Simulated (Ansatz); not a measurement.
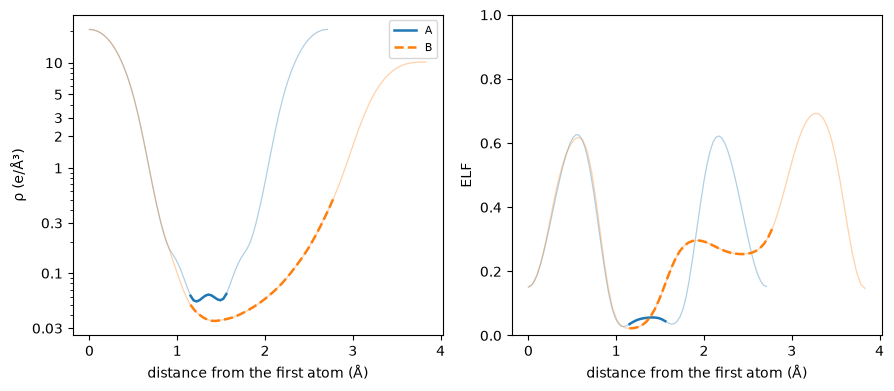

Na4Ru. Valence charge density (pseudo) and ELF along straight lines between neighbouring atoms. Thin, pale parts lie inside the atomic spheres.

Space group Pm-3m; a structure generated by program, which may or may not match a known phase; spin-polarised.

The calculation used DFT PBE, scalar-relativistic, plane waves, PAW in Ansatz.

In a PAW calculation such maps are meaningful between the atoms, not at the nuclei.

Q: Which curve belongs to which contact (Na–Na and Na–Ru)? The first atom named is at distance zero.

A: Curve A: Na–Na (2.71 Å): the density is about 0.06 e/Å³ at the midpoint, with its minimum of 0.05 e/Å³ about 1.2 Å from Na; the ELF is about 0.05 at the midpoint: no localised pair shows between them. Curve B: Na–Ru (3.83 Å): ρ is about 0.05 e/Å³ halfway, with its minimum of 0.04 e/Å³ about 1.4 Å from Na; the ELF is about 0.30 at the midpoint: no localised pair shows between them.
